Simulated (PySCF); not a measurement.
## Electronic structure of C7H14O2Si in real space

```xyz
24

C     2.6383   -0.3107   -1.3286
C     1.9587    0.8212   -1.1803
C     1.0739    1.1657   -0.0743
C     0.4605    2.3515   -0.0763
C     0.8485    0.1725    1.0197
Si   -0.4275   -1.1739    0.5525
O     0.0701   -2.1309   -0.6812
O    -0.5090   -2.1611    1.8445
C    -2.1265   -0.4013    0.1519
C    -2.2270    0.1838   -1.2552
H     3.2745   -0.4704   -2.1831
H     2.5979   -1.1132   -0.6130
H     2.0540    1.5921   -1.9364
H    -0.2021    2.6496    0.7180
H     0.6005    3.0636   -0.8728
H     0.4909    0.6926    1.9065
H     1.7892   -0.3052    1.2894
H     0.3380   -1.7332   -1.5054
H    -0.6944   -3.0869    1.7098
H    -2.3585    0.3828    0.8727
H    -2.9030   -1.1598    0.2698
H    -3.2105    0.6192   -1.4223
H    -1.4810    0.9612   -1.4014
H    -2.0676   -0.5896   -2.0033
```

Geometry: GFN2-xTB.

Theory: PySCF 2.14.0, PBE0/pcSseg-1, SCF density, gas phase, non-relativistic.

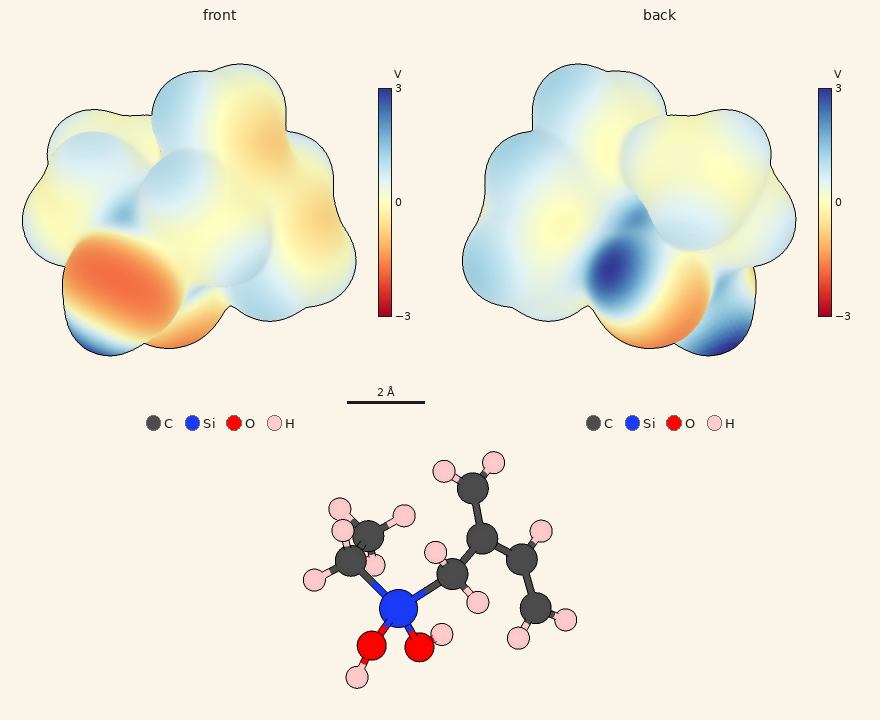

Figure 1. The molecular electrostatic potential painted on the density surface at 0.004 e/bohr³, seen from the front and from behind; the colour scale runs from red (negative) to blue (positive). The bare structure is drawn below in the same view.

> Where is the surface potential most negative and most positive?

The most negative region (about −1.8 V) lies over O8, the most positive (about +2.9 V) over H18 and H19. O8 is the likeliest acceptor of a hydrogen bond.

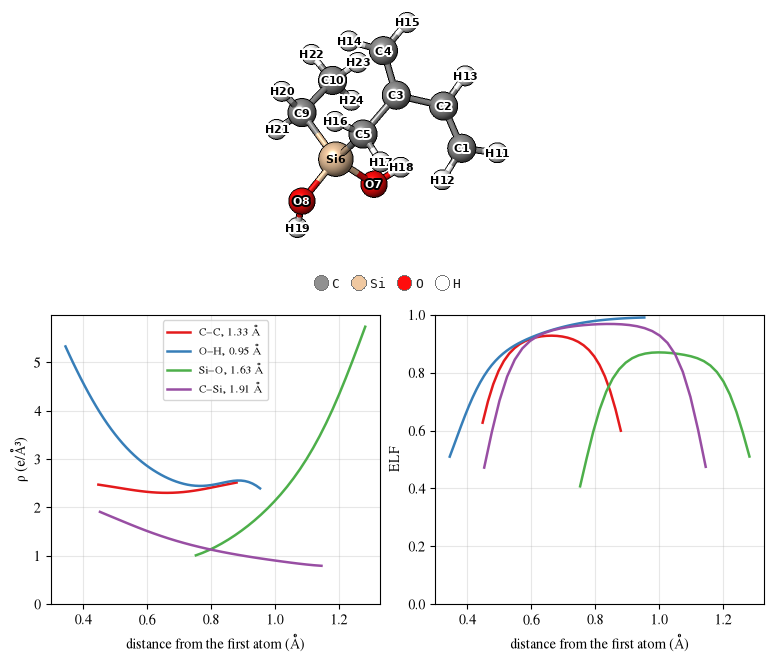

Figure 2. Electron density and ELF along straight lines between neighbouring atoms. The curves leave out the atomic cores. The structure is drawn too.

> What kind of bonding do the profiles show?

C–C (1.33 Å): ρ is about 2.3 e/Å³ halfway; the ELF peaks at about 0.95 between the atoms: a multiple bond.
O–H (0.95 Å): ρ is about 3.7 e/Å³ halfway; the ELF climbs to about 1 towards the hydrogen, as it does in any bond to H: an ordinary covalent bond to hydrogen.
Si–O (1.63 Å): the density is about 1.2 e/Å³ at the midpoint; the ELF peaks at about 0.85 between the atoms; a short, strongly polar bond.
C–Si (1.91 Å): ρ at the midpoint is about 0.95 e/Å³; the ELF peaks at about 0.95 between the atoms, as expected for a shared electron pair.
